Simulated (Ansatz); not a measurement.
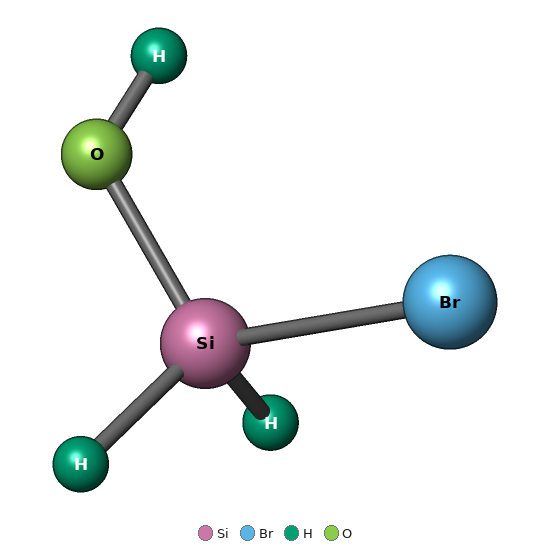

Harmonic vibrations computed with RKS PBE0-D4/def2-TZVP (Ansatz 0.2.0) at a stationary point of the same level.

### How many imaginary frequencies does it have?

A minimum: no imaginary frequency, and the lowest mode lies at 184 cm⁻¹.

### List the wavenumbers.

12 modes: 184, 272, 428, 591, 718, 835, 891, 925, 966, 2247, 2289, 3920 cm⁻¹.
